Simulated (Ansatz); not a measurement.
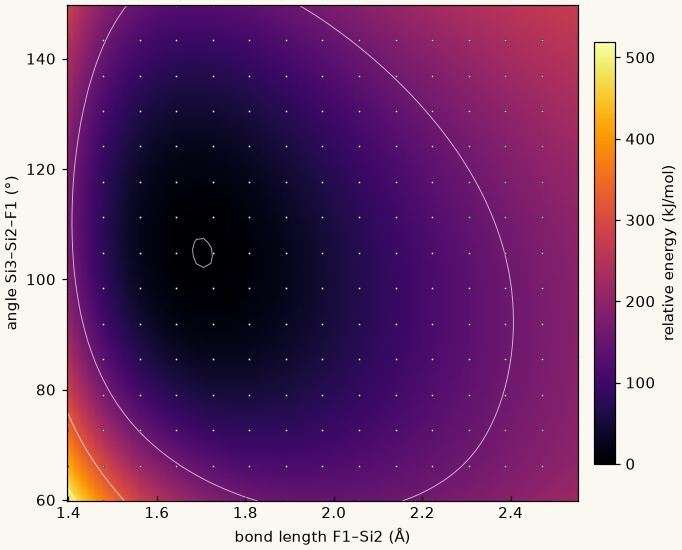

F₂HSi₂, SMILES F[Si-]=[SiH]F, charge −1. First axis: bond length F1–Si2. Second axis: angle Si3–Si2–F1. Nothing is relaxed (all other coordinates rigid). Grid: 15 × 15 points. Points are written as (first, second). All energies are given in kJ/mol relative to the lowest grid point. The reference is spin-restricted, which grows unreliable where a bond is stretched far. This map comes from RHF/def2-SVPD in Ansatz 0.2.0.

In the figure: a smooth colour map with a few white contour lines, dots at the grid points. Between grid points the surface is interpolated.

The lowest grid point is at (1.726 Å, 104.8°). It is the only kind of minimum in the scanned range. The highest grid point, (1.396 Å, 59.8°), lies 519 kJ/mol above the lowest. Round the minimum the valley is somewhat tilted: raising bond length F1–Si2 shifts the best value of angle Si3–Si2–F1 downwards (coupling k₁₂/√(k₁₁k₂₂) about 0.2).

The level of theory is changed to RKS CAM-B3LYP-D4/def2-SVPD (Ansatz 0.2.0); with it change the reference geometry, relaxed at the new level; the new grid has 15 × 15 points, laid about the new relaxed structure.

Question: How does the landscape change?

Answer: The minimum (interpolated where it lies between grid points) moves from about (1.702 Å, 105°) to about (1.723 Å, 105°). The curvature at the minimum changes from about 22 to 20 eV/Å² along bond length F1–Si2 and from about 5.3 to 4.6 eV/rad² along angle Si3–Si2–F1.

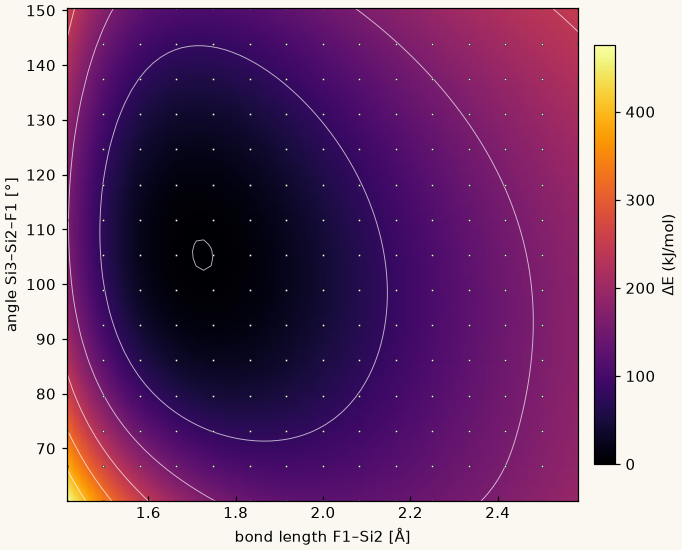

The map after the change, on a colour scale of its own. In the figure: a smooth colour map with a few white contour lines, dots at the grid points. Between grid points the surface is interpolated.
